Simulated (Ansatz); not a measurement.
**C3H3BClF: rotation by 120° about the C3–B5 bond**

How high is the barrier for the rotation by 120° about the C3–B5 bond? Relax the two ends, then run a nudged elastic band between them. SMILES of the start: C#CC(Cl)BF.

Method: RKS revPBE-D4/def2-SVP, in Ansatz 0.2.0.

**1. The system as given**

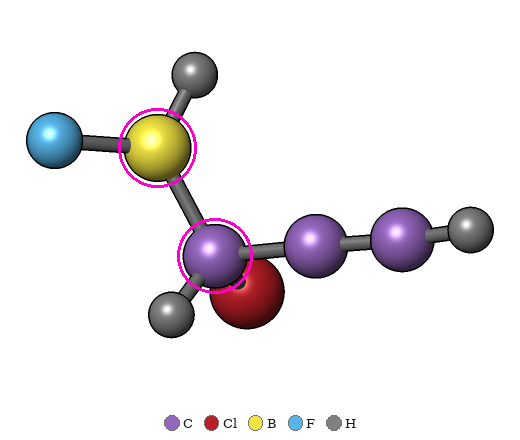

The starting structure, seen from a chosen angle (carbon purple, chlorine red, boron yellow, fluorine blue, hydrogen grey). Ringed: C3, B5.

Coordinates:

```xyz
9

C     2.0441   -0.4095    0.8408
C     0.8277   -0.3831    0.5136
C    -0.6159   -0.3999    0.1212
Cl   -0.8558   -1.8757   -0.7843
B    -0.9163    0.8576   -0.7809
F    -1.9117    1.8354   -0.3299
H     3.0440   -0.3485    1.1087
H    -1.1698   -0.3665    1.0451
H    -0.3578    1.0439   -1.7513
```

**2. Relaxing end A**

File input.yaml:

```yaml
crystal:
  periodic: [false, false, false]
  atoms:
    - { symbol: C, position_ang: [2.0441, -0.4095, 0.8408] }
    - { symbol: C, position_ang: [0.8277, -0.3831, 0.5136] }
    - { symbol: C, position_ang: [-0.6159, -0.3999, 0.1212] }
    - { symbol: Cl, position_ang: [-0.8558, -1.8757, -0.7843] }
    - { symbol: B, position_ang: [-0.9163, 0.8576, -0.7809] }
    - { symbol: F, position_ang: [-1.9117, 1.8354, -0.3299] }
    - { symbol: H, position_ang: [3.044, -0.3485, 1.1087] }
    - { symbol: H, position_ang: [-1.1698, -0.3665, 1.0451] }
    - { symbol: H, position_ang: [-0.3578, 1.0439, -1.7513] }
basis:
  gaussian: { orbitals: def2-SVP }
hamiltonian:
  xc: revpbe
  dispersion: d4
relax:
  f_tol: 0.015
  max_steps: 40
```

Run with:

```sh
> ansatz run input.yaml --threads 2 --pin off --max-ram 3072MiB --backend cpu --events-out ev --progress --plain --runs-dir out
```

The program printed, cut to the lines that bear on the results:

```text
Warning: RAYON_NUM_THREADS=2 ignored (pool sized by the plan → 2); use --threads N
[...]
Functional definition: revPBE
[...]
1145 factors; their error is unknown
[...]
mean field -19061.04844408 eV, -700.4806102771 hartree, gradient 3.3e-5 eV, S^2 0.000000; 0 other end points of the search recorded, 0 dependent functions left out
[...]
reference -19061.04848445 eV, -700.4806117609 hartree; 26, 26 occupied and 77, 77 virtual orbitals, 1145 factors
relax step   1: F+E_penalty+E_count = -19061.67006504 eV  Δ(F+E_penalty+E_count) = +0.000e0 eV  max|allowed force component| = 5.003e0 eV/Å  Δτ_max = 0.0000 Å  (30 SCF iters, accepted)
[...]
relax step   5: F+E_penalty+E_count = -19062.34247408 eV  Δ(F+E_penalty+E_count) = -1.326e-2 eV  max|allowed force component| = 2.824e-1 eV/Å  Δτ_max = 0.0382 Å  (31 SCF iters, accepted)
[...]
relax step   9: F+E_penalty+E_count = -19062.37413913 eV  Δ(F+E_penalty+E_count) = -8.934e-3 eV  max|allowed force component| = 4.461e-1 eV/Å  Δτ_max = 0.1770 Å  (38 SCF iters, accepted)
[...]
relax step  13: F+E_penalty+E_count = -19062.40179599 eV  Δ(F+E_penalty+E_count) = -1.851e-3 eV  max|allowed force component| = 2.398e-1 eV/Å  Δτ_max = 0.0394 Å  (31 SCF iters, accepted)
[...]
relax step  16: F+E_penalty+E_count = -19062.40371958 eV  Δ(F+E_penalty+E_count) = -6.438e-5 eV  max|allowed force component| = 1.780e-2 eV/Å  Δτ_max = 0.0024 Å  (24 SCF iters, accepted)
[...]
relax step  17: F+E_penalty+E_count = -19062.40374644 eV  Δ(F+E_penalty+E_count) = -2.686e-5 eV  max|allowed force component| = 1.360e-2 eV/Å  Δτ_max = 0.0013 Å  (21 SCF iters, accepted)
1145 factors; their error is unknown
mean field -19061.77607831 eV, -700.5073503419 hartree, gradient 8.5e-5 eV, S^2 0.000000; 1 other end points of the search recorded, 0 dependent functions left out
[...]
reference -19061.77611936 eV, -700.5073518505 hartree; 26, 26 occupied and 77, 77 virtual orbitals, 1145 factors
Total energy: -19062.40378750 eV, -700.5304182291 hartree
Atom 0 at     2.102812    -0.423445     0.846227 Å, force     0.002873    -0.013599     0.006418 eV/Å
Atom 1 at     0.906070    -0.375767     0.588023 Å, force    -0.005932     0.007046    -0.006633 eV/Å
Atom 2 at    -0.496651    -0.255537     0.282708 Å, force     0.006872     0.002977     0.003104 eV/Å
Atom 3 at    -1.091052    -1.609153    -0.886878 Å, force    -0.001682    -0.000515    -0.000004 eV/Å
Atom 4 at    -0.951417     0.844888    -0.775163 Å, force     0.003931    -0.006832    -0.000614 eV/Å
Atom 5 at    -2.154966     1.408690    -0.630022 Å, force    -0.003698     0.003561     0.000675 eV/Å
Atom 6 at     3.157327    -0.476698     1.078912 Å, force     0.000602     0.007149    -0.001617 eV/Å
Atom 7 at    -1.144970    -0.341574     1.176666 Å, force    -0.001970    -0.001178    -0.001534 eV/Å
Atom 8 at    -0.238654     1.182296    -1.697473 Å, force    -0.000995     0.001390     0.000204 eV/Å
Dipole moment:     0.232851     0.018994     0.247593 e Å
```

It took 28 s on 2 threads of Arm Neoverse V2, shared host; peak memory 0.15 GiB.

Step by step:

```tsv
step	energy from step 1 (eV)	largest force component (eV/Å)
1	0.0000	5.0032
2	-0.5424	2.0343
3	-0.5859	0.9648
4	-0.6592	0.5966
5	-0.6724	0.2824
6	-0.6799	0.1715
7	-0.6868	0.1663
8	-0.6951	0.1966
9	-0.7041	0.4461
10	-0.7138	0.4137
11	-0.7217	0.6473
12	-0.7299	0.3224
13	-0.7317	0.2398
14	-0.7332	0.0635
15	-0.7336	0.0234
16	-0.7337	0.0178
17	-0.7337	0.0136
```

Step 1 is the start.

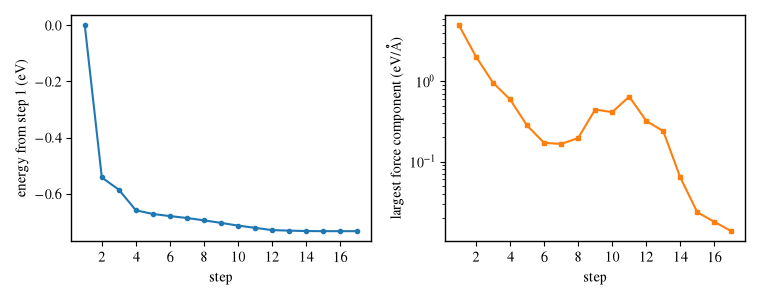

Energy and largest force along the relaxation.

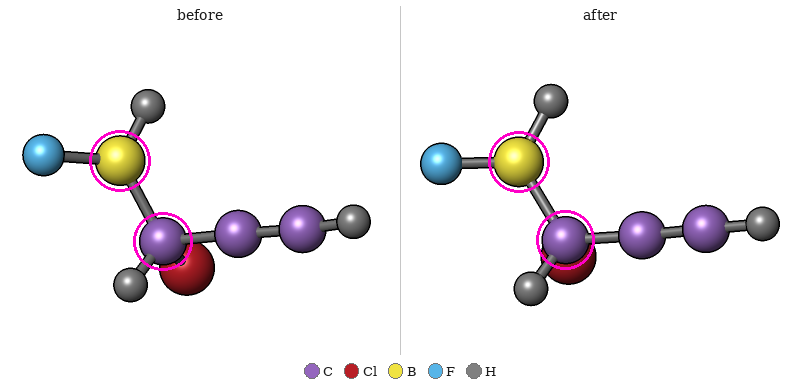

The structure before (left) and after (right), drawn at the same scale.

After: Bond lengths: C1–C2 1.225 Å, C2–C3 1.441 Å, C3–Cl4 1.885 Å, C3–B5 1.593 Å, B5–F6 1.337 Å, C1–H7 1.081 Å, C3–H8 1.108 Å, B5–H9 1.213 Å. Angles: C1–C2–C3 177.4°, C2–C1–H7 179.3°, C2–C3–Cl4 112.2°, C2–C3–B5 118.5°, C2–C3–H8 113.1°, Cl4–C3–B5 89.7°, Cl4–C3–H8 105.1°, B5–C3–H8 115.0°, C3–B5–F6 118.4°, C3–B5–H9 122.0°, F6–B5–H9 119.6°.

**3. End point B**

The second end starts from a geometry with the move made by hand.

input.yaml: that of step 2 with these lines changed.

```diff
@@ -8,6 +8,6 @@
     - { symbol: B, position_ang: [-0.9163, 0.8576, -0.7809] }
-    - { symbol: F, position_ang: [-1.9117, 1.8354, -0.3299] }
+    - { symbol: F, position_ang: [0.17412, 1.78776, -1.09089] }
     - { symbol: H, position_ang: [3.044, -0.3485, 1.1087] }
     - { symbol: H, position_ang: [-1.1698, -0.3665, 1.0451] }
-    - { symbol: H, position_ang: [-0.3578, 1.0439, -1.7513] }
+    - { symbol: H, position_ang: [-1.94434, 1.0424, -1.22507] }
 basis:
```

Run with:

```sh
> ansatz run input.yaml --threads 2 --pin off --max-ram 3072MiB --backend cpu --events-out ev --progress --plain --runs-dir out
```

The program printed, cut to the lines that bear on the results:

```text
Warning: RAYON_NUM_THREADS=2 ignored (pool sized by the plan → 2); use --threads N
[...]
Functional definition: revPBE
[...]
1145 factors; their error is unknown
[...]
mean field -19060.91454455 eV, -700.4756895601 hartree, gradient 2.5e-5 eV, S^2 0.000000; 0 other end points of the search recorded, 0 dependent functions left out
[...]
reference -19060.91458554 eV, -700.4756910668 hartree; 26, 26 occupied and 77, 77 virtual orbitals, 1145 factors
relax step   1: F+E_penalty+E_count = -19061.55315605 eV  Δ(F+E_penalty+E_count) = +0.000e0 eV  max|allowed force component| = 5.139e0 eV/Å  Δτ_max = 0.0000 Å  (29 SCF iters, accepted)
[...]
relax step   4: F+E_penalty+E_count = -19062.31695647 eV  Δ(F+E_penalty+E_count) = -9.842e-2 eV  max|allowed force component| = 6.534e-1 eV/Å  Δτ_max = 0.0679 Å  (30 SCF iters, accepted)
[...]
Total energy: -19062.40205761 eV, -700.5303546569 hartree
Atom 0 at     2.085271    -0.387801     0.979899 Å, force    -0.001949     0.008122     0.004482 eV/Å
Atom 1 at     0.913306    -0.375369     0.623112 Å, force     0.005555    -0.006923    -0.006313 eV/Å
Atom 2 at    -0.463560    -0.300515     0.209527 Å, force     0.000235     0.002041     0.005948 eV/Å
Atom 3 at    -0.890251    -1.581829    -1.114096 Å, force    -0.002076    -0.002293     0.000112 eV/Å
Atom 4 at    -0.917712     0.836969    -0.809180 Å, force     0.002870     0.001736    -0.007218 eV/Å
Atom 5 at     0.000828     1.449588    -1.558709 Å, force    -0.002925    -0.000760     0.004422 eV/Å
Atom 6 at     3.119479    -0.398279     1.295039 Å, force    -0.000681    -0.002741    -0.000554 eV/Å
Atom 7 at    -1.175766    -0.502234     1.032289 Å, force    -0.000266    -0.000325    -0.001950 eV/Å
Atom 8 at    -2.083815     1.164030    -0.909641 Å, force    -0.000762     0.001142     0.001070 eV/Å
Dipole moment:     0.037337    -0.005419     0.342549 e Å
```

Wall time 24 s (2 threads of Arm Neoverse V2, shared host); peak memory 0.15 GiB.

The steps of the relaxation:

```tsv
step	energy from step 1 (eV)	largest force component (eV/Å)
1	0.0000	5.1394
2	-0.6142	1.9156
3	-0.6654	1.6712
4	-0.7638	0.6534
5	-0.7883	0.2632
6	-0.8034	0.3360
7	-0.8244	0.4652
8	-0.8352	0.2954
9	-0.8435	0.1483
10	-0.8475	0.1460
11	-0.8475	0.1449
12x	-0.8475	0.1727
13	-0.8487	0.0318
14	-0.8488	0.0161
15	-0.8489	0.0081
```

Step 1 is the start. 1 step was tried and not accepted (marked x).

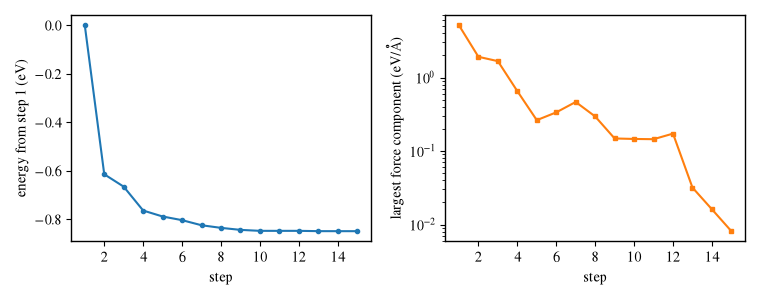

How energy and force went from step to step.

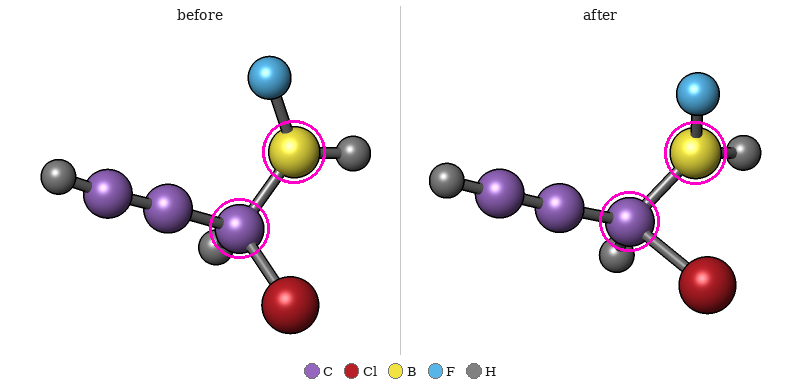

Before and after, at one scale.

After: Bond lengths: C1–C2 1.225 Å, C2–C3 1.440 Å, C3–Cl4 1.891 Å, C3–B5 1.593 Å, B5–F6 1.334 Å, C1–H7 1.081 Å, C3–H8 1.107 Å, B5–H9 1.215 Å. Angles: C1–C2–C3 177.6°, C2–C1–H7 180.0°, C2–C3–Cl4 112.4°, C2–C3–B5 119.6°, C2–C3–H8 113.1°, Cl4–C3–B5 88.4°, Cl4–C3–H8 104.6°, B5–C3–H8 115.0°, C3–B5–F6 119.4°, C3–B5–H9 121.2°, F6–B5–H9 119.4°.

**4. The band**

crystal.atoms is end A as relaxed above, and neb.final_atoms is end B, turned to lie on A. With 5 inner images the band has 7 in all. The start path is listed, through a guess of the saddle.

File input.yaml:

```yaml
crystal:
  periodic: [false, false, false]
  atoms:
    - { symbol: C, position_ang: [2.102812, -0.423445, 0.846227] }
    - { symbol: C, position_ang: [0.90607, -0.375767, 0.588023] }
    - { symbol: C, position_ang: [-0.496651, -0.255537, 0.282708] }
    - { symbol: Cl, position_ang: [-1.091052, -1.609153, -0.886878] }
    - { symbol: B, position_ang: [-0.951417, 0.844888, -0.775163] }
    - { symbol: F, position_ang: [-2.154966, 1.40869, -0.630022] }
    - { symbol: H, position_ang: [3.157327, -0.476698, 1.078912] }
    - { symbol: H, position_ang: [-1.14497, -0.341574, 1.176666] }
    - { symbol: H, position_ang: [-0.238654, 1.182296, -1.697473] }
basis:
  gaussian: { orbitals: def2-SVP }
hamiltonian:
  xc: revpbe
  dispersion: d4
neb:
  order_check: false
  images: 5
  f_tol: 0.03
  max_iterations: 60
  final_atoms:
    - { symbol: C, position_ang: [2.09248623, -0.38711655, 0.8670096] }
    - { symbol: C, position_ang: [0.89800558, -0.36621832, 0.59547191] }
    - { symbol: C, position_ang: [-0.50413081, -0.28130531, 0.28048142] }
    - { symbol: Cl, position_ang: [-1.04211523, -1.58838671, -0.97567128] }
    - { symbol: B, position_ang: [-1.01619658, 0.83732499, -0.73161675] }
    - { symbol: F, position_ang: [-0.14655968, 1.41772383, -1.5608817] }
    - { symbol: H, position_ang: [3.14659075, -0.40505868, 1.10690733] }
    - { symbol: H, position_ang: [-1.15738476, -0.4522082, 1.15736039] }
    - { symbol: H, position_ang: [-2.1821965, 1.17894495, -0.75606092] }
  initial_path:
    images:
      - { positions_ang: [[2.102812, -0.423445, 0.846227], [0.90607, -0.375767, 0.588023], [-0.496651, -0.255537, 0.282708], [-1.091052, -1.609153, -0.886878], [-0.951417, 0.844888, -0.775163], [-2.154966, 1.40869, -0.630022], [3.157327, -0.476698, 1.078912], [-1.14497, -0.341574, 1.176666], [-0.238654, 1.182296, -1.697473]] }
      - { positions_ang: [[2.06462696, -0.39107535, 0.87303181], [0.86802867, -0.37258255, 0.56981662], [-0.53909645, -0.32408611, 0.20838645], [-0.96239274, -1.70247067, -0.9063222], [-0.95783889, 0.83890476, -0.7769151], [-1.72668556, 1.65325564, -0.46676912], [3.09338144, -0.38818891, 1.13721334], [-1.17200112, -0.40339698, 1.1015077], [-0.5795233, 1.04334017, -1.7569495]] }
      - { positions_ang: [[2.02644193, -0.35870571, 0.89983662], [0.82998733, -0.36939811, 0.55161024], [-0.5815419, -0.39263522, 0.1340649], [-0.83373348, -1.79578835, -0.92576641], [-0.96426079, 0.83292152, -0.7786672], [-1.29840513, 1.89782128, -0.30351623], [3.02943588, -0.29967981, 1.19551467], [-1.19903225, -0.46521996, 1.0263494], [-0.92039259, 0.90438435, -1.81642599]] }
      - { positions_ang: [[1.98825689, -0.32633606, 0.92664143], [0.791946, -0.36621366, 0.53340386], [-0.62398735, -0.46118433, 0.05974335], [-0.70507421, -1.88910602, -0.94521061], [-0.97068268, 0.82693829, -0.7804193], [-0.87012469, 2.14238692, -0.14026335], [2.96549031, -0.21117072, 1.25381601], [-1.22606337, -0.52704294, 0.9511911], [-1.26126189, 0.76542852, -1.87590249]] }
      - { positions_ang: [[2.023, -0.34659622, 0.90676415], [0.82729919, -0.36621521, 0.55409321], [-0.58403517, -0.40122466, 0.13332271], [-0.81742122, -1.78886625, -0.95536417], [-0.98585398, 0.83040052, -0.76415179], [-0.62893635, 1.90083256, -0.6138028], [3.02585713, -0.27580004, 1.20484645], [-1.2031705, -0.50209803, 1.0199142], [-1.56824009, 0.90326733, -1.50262197]] }
      - { positions_ang: [[2.05774311, -0.36685639, 0.88688688], [0.86265238, -0.36621677, 0.57478256], [-0.54408299, -0.34126499, 0.20690207], [-0.92976822, -1.68862648, -0.96551772], [-1.00102528, 0.83386276, -0.74788427], [-0.38774802, 1.65927819, -1.08734225], [3.08622394, -0.34042936, 1.15587689], [-1.18027763, -0.47715312, 1.08863729], [-1.87521829, 1.04110614, -1.12934144]] }
      - { positions_ang: [[2.09248623, -0.38711655, 0.8670096], [0.89800558, -0.36621832, 0.59547191], [-0.50413081, -0.28130531, 0.28048142], [-1.04211523, -1.58838671, -0.97567128], [-1.01619658, 0.83732499, -0.73161675], [-0.14655968, 1.41772383, -1.5608817], [3.14659075, -0.40505868, 1.10690733], [-1.15738476, -0.4522082, 1.15736039], [-2.1821965, 1.17894495, -0.75606092]] }
```

Run with:

```sh
> ansatz run input.yaml --threads 2 --pin off --max-ram 3072MiB --backend cpu --events-out ev --progress --plain --runs-dir out
```

The program printed, cut to the lines that bear on the results:

```text
Warning: RAYON_NUM_THREADS=2 ignored (pool sized by the plan → 2); use --threads N
[...]
Functional definition: revPBE
[...]
1145 factors; their error is unknown
[...]
mean field -19061.77613615 eV, -700.5073524677 hartree, gradient 6.0e-5 eV, S^2 0.000000; 0 other end points of the search recorded, 0 dependent functions left out
[...]
reference -19061.77617669 eV, -700.5073539576 hartree; 26, 26 occupied and 77, 77 virtual orbitals, 1145 factors
1145 factors; their error is unknown
[...]
mean field -19061.76380377 eV, -700.5068992608 hartree, gradient 3.4e-5 eV, S^2 0.000000; 0 other end points of the search recorded, 0 dependent functions left out
[...]
reference -19061.76384466 eV, -700.5069007636 hartree; 26, 26 occupied and 77, 77 virtual orbitals, 1145 factors
NEB end point (image 0): max|allowed force component| = 1.337e-2 eV/Å (the criterion of neb.relax_end_points is 1.000e-2)
[...]
Total energy: -19062.26232265 eV, -700.5252194919 hartree
Atom 0 at     1.974984    -0.264173     0.969979 Å, force     0.010641     0.002396    -0.004966 eV/Å
Atom 1 at     0.825316    -0.375536     0.563885 Å, force    -0.003263     0.002533    -0.003596 eV/Å
Atom 2 at    -0.530122    -0.455396     0.046224 Å, force    -0.018357    -0.006361    -0.005920 eV/Å
Atom 3 at    -0.779154    -1.948933    -0.991705 Å, force    -0.001077     0.004616     0.005624 eV/Å
Atom 4 at    -0.943583     0.858541    -0.772290 Å, force     0.014003    -0.006175     0.011330 eV/Å
Atom 5 at    -0.699432     2.038167    -0.204796 Å, force    -0.009372     0.000372    -0.000383 eV/Å
Atom 6 at     2.988390    -0.175916     1.336071 Å, force    -0.004114    -0.000812     0.001889 eV/Å
Atom 7 at    -1.251958    -0.557096     0.890035 Å, force     0.005220     0.001118     0.000358 eV/Å
Atom 8 at    -1.495941     0.834042    -1.854402 Å, force     0.006319     0.002312    -0.004335 eV/Å
Dipole moment:     0.007793     0.144099     0.177001 e Å
this run last wrote the band of iteration 10 to <dir>
```

Run time: 77 s. Hardware: 2 threads of Arm Neoverse V2, shared host; peak memory 0.14 GiB.

(Part 1 of 2 ends here.)
